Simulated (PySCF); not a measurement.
System: KB (triplet).

```xyz
2

K     0.0000    0.0000   -0.6321
B     0.0000    0.0000    2.2369
```

Computed with PySCF 2.14.0, PBE0/def2-TZVPP, non-relativistic Hamiltonian with scalar-relativistic core potentials where named, at a bond length of 2.869 Å.

Predict the electron density, electron localisation function and spin density between the atoms.

K–B (2.87 Å): ρ is about 0.14 e/Å³ halfway; the ELF peaks at about 0.95 in the valence shell of B, 0.8 Å from its nucleus, and is about 0.15 at the midpoint.
The unpaired spin (2 electrons) lies mostly on B2 (about 1.6) and K1 (about 0.4), in electrons by Hirshfeld's partition.

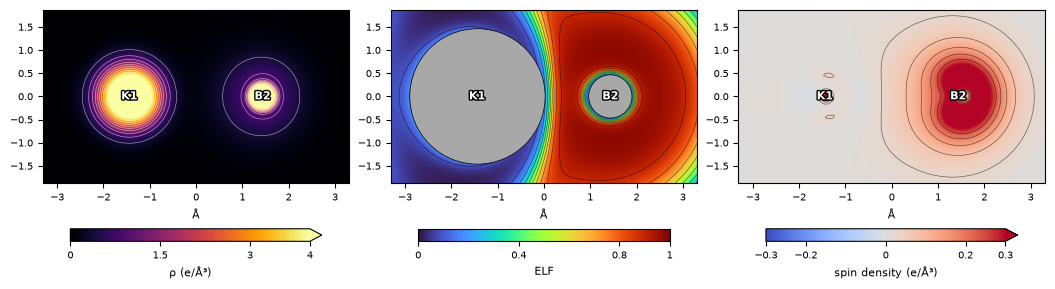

Computed electron density, electron localisation function and spin density on a plane that holds the molecular axis, in this order. Grey discs cover the atomic cores in the ELF map. 
